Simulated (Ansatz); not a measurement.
**Profile along the Ti–Hg line in TiHg (space group P4/mmm)**

TiHg (space group P4/mmm)

```
TiHg
1.0
    2.98407     0.00000     0.00000
    0.00000     2.98407     0.00000
    0.00000     0.00000     4.11248
Ti Hg
1 1
Direct
  0.50000   0.50000   0.50000
  0.00000   0.00000   0.00000
```

Fields along a shortest Ti–Hg line of a (0 -1 1) plane (2.95 Å), from Ti to Hg, interpolated on the slice's grid (step about 0.2 Å). The numbers are results of r2SCAN (plane waves to 500 eV, PAW, scalar-relativistic; Ansatz, a quantum-chemistry and plane-wave program), not measurements. k mesh 16×16×11. Inside the PAW spheres the values are not all-electron values, and peaks at nuclei hang on which shells count as valence. Spin-orbit coupling is left out, though Hg is heavy. TiHg is run without spin polarisation. TiHg was relaxed with its symmetry unable to fall.

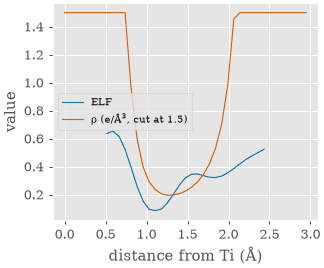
*ELF (away from the nuclei) and valence density from Ti to Hg.*

Density on the Ti–Hg line (2.95 Å) at its density minimum, 1.3 Å from Ti: 0.20 e/Å³. ELF at that point: 0.14.
